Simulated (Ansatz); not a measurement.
```yaml
atoms:
  - { symbol: Si, position_ang: [-0.9889, 1.9352, -0.4380] }
  - { symbol: Si, position_ang: [1.4847, -1.7583, -0.8254] }
  - { symbol: F, position_ang: [-1.0129, 0.4348, -0.9335] }
  - { symbol: F, position_ang: [-2.2788, 2.2598, 0.4000] }
  - { symbol: H, position_ang: [-0.9794, 2.7964, -1.6252] }
  - { symbol: H, position_ang: [-0.8053, -0.8690, 1.4826] }
  - { symbol: Cl, position_ang: [0.6829, 2.2815, 0.6512] }
  - { symbol: H, position_ang: [1.0111, -1.5692, 0.5718] }
  - { symbol: O, position_ang: [-1.2730, -0.1261, 1.8739] }
  - { symbol: H, position_ang: [2.6046, -2.7333, -0.8108] }
  - { symbol: H, position_ang: [0.3741, -2.2843, -1.6546] }
  - { symbol: H, position_ang: [1.9598, -0.4596, -1.3595] }
  - { symbol: H, position_ang: [-0.7788, 0.0919, 2.6674] }
```

The product side of a reaction path; geometry: PBE0-D4/def2-TZVP; a saddle point, not a minimum.

Theory: RKS PBE0-D4/def2-TZVPP (Ansatz).

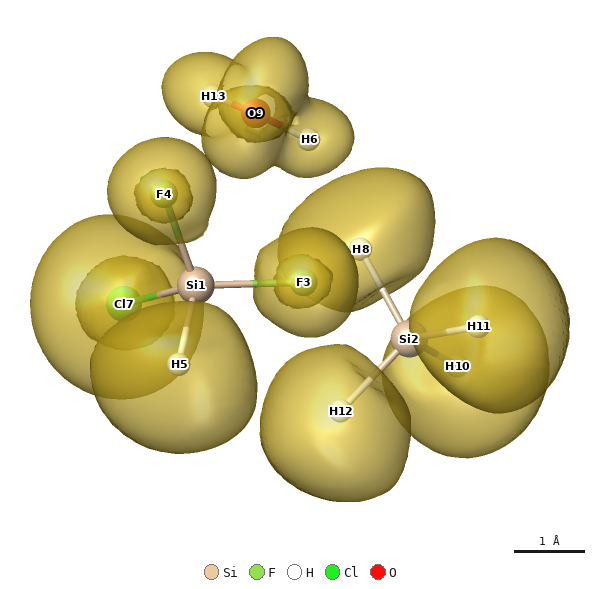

ClF2HSi···SiH4···H2O. Isosurface of the electron localisation function at 0.75 (yellow), seen at an oblique angle. Only the valence region is drawn (cores and ρ < 0.01 e/Å³ removed).

Q: What do the ELF domains correspond to?

A: The ELF exceeds this value in five regions around hydrogen nuclei, one region on Cl in which the atom's valence shell and bonds are merged, two regions wrapped around F (its lone pairs, merged into a ring or cap) and one joined region spread over several atoms (H, O), in which their bonds and any lone pairs are merged. Profiles from the grid: Si1···O9 (3.11 Å): the ELF dips to about 0 between them. Si–F (1.57 Å): the ELF peaks at about 0.85 in the valence shell of F, 0.6 Å from its nucleus, and is about 0.55 at the midpoint.
